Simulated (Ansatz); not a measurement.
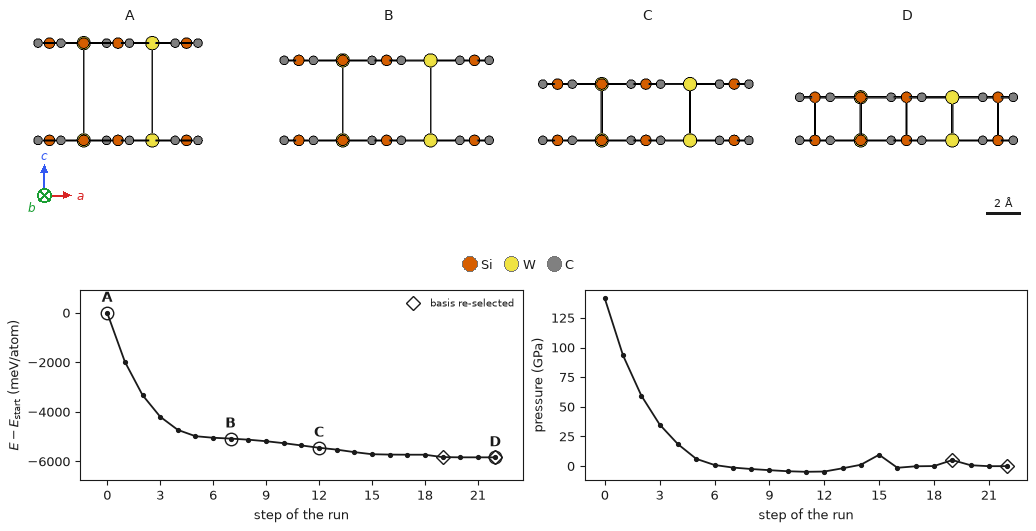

Frames of a relaxation of solid Si3WC2 (a generated structure, set up in P6/mmm) (coarse preliminary run), marked on the history of the run. A ball-and-stick model of the cell of the calculation, seen along the b axis.

Method: DFT PBE, scalar-relativistic, plane waves, PAW (Ansatz). Set-up: plane-wave cutoff 420 eV; k-point mesh 6 × 6 × 4; occupations gaussian; smearing width 0.1 eV; no spin polarisation; cell and atoms relaxed; force threshold 0.04 eV/Å; at most 70 steps.

Q: What happens along the run?

A: Over 20 accepted moves (22 points after the start) the energy falls by 5834 meV per atom. All forces vanish by symmetry, so only the cell relaxes. The pressure goes from 141.40 to 0.01 GPa. At 2 points the geometry stayed and the basis and grid were re-selected for the new cell (energy shift of 96.8 meV per atom at most each time). The atoms keep their places relative to the cell (all moves are under 0.005 Å). The drawn cell changes as follows: a = b 4.679 → 6.245 Å (+33.5 %), c 5.747 → 2.547 Å (−55.7 %); the volume changes by −21.0 %. Among the contacts that change: Si–Si 5.747 → 2.547 Å, W–W 5.747 → 2.547 Å, C–W 2.701 → 3.606 Å, Si–W 2.339 → 3.123 Å. Bonds break: C–W (2.70 → 3.61 Å). The space group stays P6/mmm (No. 191). From step 0 to 7: volume +35.1 %, energy −5077 meV per atom. From step 7 to 12: volume −28.9 %, energy −370 meV per atom. From step 12 to 22: volume −17.8 %, energy −388 meV per atom.
